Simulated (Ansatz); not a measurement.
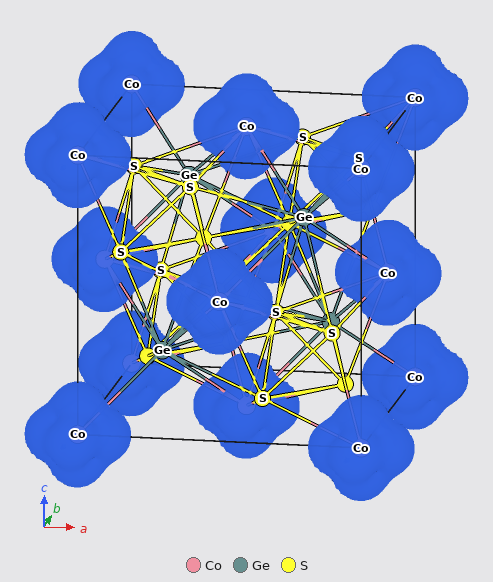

The picture shows: CoGeS4. Isosurface of the magnetisation density (up minus down) at +0.02 e/Å³ (blue), seen slightly off an axis. Sticks mark near contacts.

Space group F-43m; started from the MgInCu4_216 prototype, which need not be the ambient phase; spin-polarised.

These are results of Ansatz, DFT PBE, scalar-relativistic, plane waves, PAW, not measurements.

The density is the valence pseudo-density of a PAW calculation; it isn't the true density close to the nuclei.

Q: Where is the spin, and how is it ordered?

A: The spin density sits on Co: +2.1 μB (×4) in one cell of 24 atoms: parallel main moments, as they must be, since the calculation's own cell holds one magnetic site. The cell of the calculation (6 atoms) carries 2.2 μB of net spin moment.
